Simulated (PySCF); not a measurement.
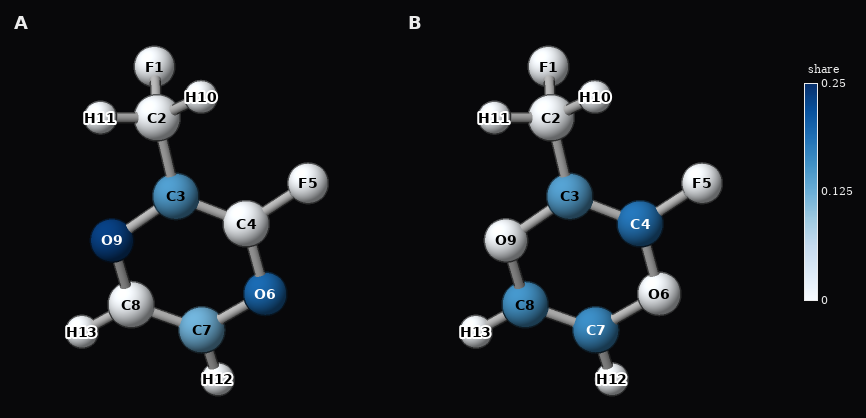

Each panel colours the atoms by their Löwdin share in one orbital (up to four of the largest shares; other atoms are shown as zero). Computed geometry: GFN2-xTB optimisation. No frequency run is at hand to confirm it as a minimum. Computed with CAM-B3LYP/def2-SVPD (PySCF 2.14.0).

> The panels show the HOMO, LUMO, in some order. Which is which?

A: HOMO, −7.58 eV; O9 0.23, O6 0.20, C3 0.15, C7 0.12
B: LUMO, 0.42 eV; C4 0.18, C7 0.16, C8 0.15, C3 0.14
